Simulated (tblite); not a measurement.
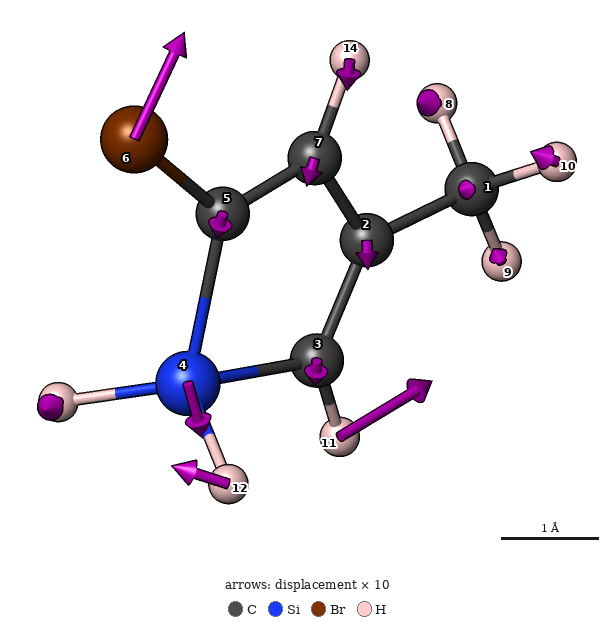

A relaxation of C$_{5}$H$_{7}$BrSi. The starting structure is drawn; purple arrows show the displacements, 10 times their true length. The two geometries are superimposed by the best rigid fit.

A ball-and-stick model, seen from a free direction.

Theory: GFN2-xTB geometry optimisation, gas phase in tblite 0.8.0. 

### What did the optimiser do to the structure, and how much energy did it gain?

The atom that moves furthest after the best rigid fit is an H atom (0.13 Å). Largest moves by element: H 0.13 Å, Br 0.12 Å, Si 0.07 Å, C 0.03 Å. Some distances before and after: Br–C 1.844 → 1.896 Å, H–Si 1.499 → 1.461 Å, C–Si 1.873 → 1.903 Å, C–Si 1.896 → 1.877 Å. Bond angles that change, for instance: C–C–H 128.7° → 121.6°, Si–C–H 120.9° → 127.4°, Si–C–Br 121.4° → 126.5°. The energy falls by 13.3 kJ/mol in 25 geometry steps. The run took 0.32 s on 1 thread of Arm Neoverse N1, on a shared host.
